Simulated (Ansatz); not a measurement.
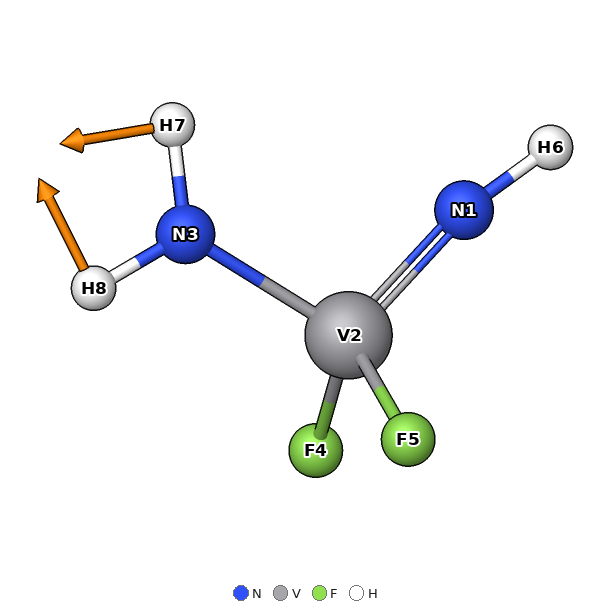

The arrows show one normal mode. Charge 0, singlet. Harmonic vibrations computed with RKS PBE0-D4/def2-TZVP (Ansatz 0.2.0) at a stationary point of the same level.

Q: What kind of motion is it?

A: Mostly angle bending.

Q: At what wavenumber does it lie?

A: 1532 cm⁻¹; it is mode 15 of 18 counted from the lowest.
